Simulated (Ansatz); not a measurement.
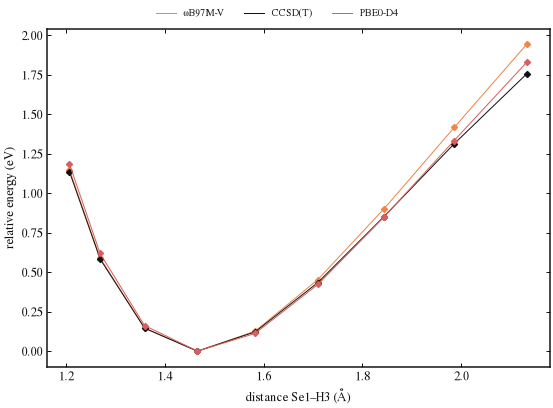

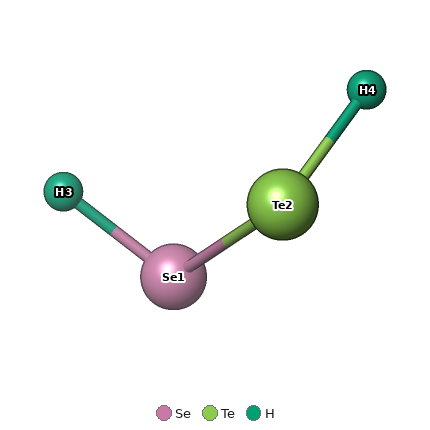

Rigid scan of the stretch Se1–H3 in H₂TeSe, SMILES [SeH][TeH]. The Ansatz code 0.2.0, def2-TZVPP, cores frozen in correlated methods. A stretch is scanned from the minimum (PBE0-D4/def2-TZVP); energies less that of the minimum at the same level. On heavy atoms the filled d shell below the valence is correlated. Straight lines join the computed points.

Q: How far can the coupled-cluster curve be trusted along the scan?

A: The calculation's T1 diagnostic reaches at most 0.013 (at 2.13 Å), under the customary mark of 0.02, so it gives no sign of multireference character.

Q: Order the curves at 2.13 Å, where they differ most.

A: CCSD(T) 1.757, PBE0-D4 1.830, ωB97M-V 1.944 eV, from lowest to highest.

Q: Give the values at the computed points.

A: In eV:
```tsv
distance Se1–H3 (Å)	ωB97M-V	CCSD(T)	PBE0-D4
1.21	1.147	1.136	1.184
1.27	0.591	0.583	0.618
1.36	0.147	0.145	0.162
1.47	0.000	0.000	0.000
1.58	0.127	0.122	0.112
1.71	0.454	0.434	0.423
1.84	0.902	0.853	0.850
1.99	1.417	1.313	1.334
2.13	1.944	1.757	1.830
```

Note: restricted reference unstable towards unrestricted; spin-orbit coupling is left out, and with Te it can shift these energies; no scalar relativity up to krypton; core potentials past krypton.
